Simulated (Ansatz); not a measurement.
Input

```
crystal:
  periodic: [false, false, false]
  atoms:
    - {symbol: B, position_ang: [-2.036216, -0.559460, -0.916878]}
    - {symbol: Ge, position_ang: [-0.681183, -2.283421, 1.241832]}
    - {symbol: O, position_ang: [-1.421514, -1.341829, 0.062300]}
    - {symbol: H, position_ang: [-1.968969, 0.617438, -0.773084]}
    - {symbol: H, position_ang: [-2.569373, -1.143272, -1.802986]}
basis:
  gaussian:
    orbitals: def2-TZVPD
total_charge: 1
hamiltonian:
  xc: pbe0
output: {forces: true, orbitals: {seedname: orbitals}}
```

Command:

```sh
ansatz run input.yaml --threads 2 --pin off --max-ram 4350MiB --events-out events.jsonl --progress --plain --runs-dir runs
```

Geometry: PBE0-D4/def2-TZVP.

These are results of isolated molecule in a Gaussian basis; Kohn-Sham density functional theory, functional PBE0 (Ansatz 0.2.0), not measurements.

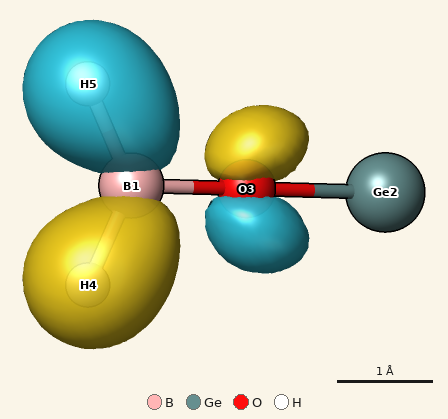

BGeH₂O (charge +1). One frontier orbital at ±0.2 Å⁻³ᐟ² (yellow and cyan are the two phases), seen at a tilt.

**Which orbital is it: HOMO or LUMO?**

The HOMO, at −14.02 eV. It lies mainly on B1 (about 30 %), H4 (about 20 %), H5 (about 20 %), O3 (about 15 %) and Ge2 (about 10 %); it is symmetric in the molecular plane (an in-plane orbital: σ, lone-pair or in-plane π type).
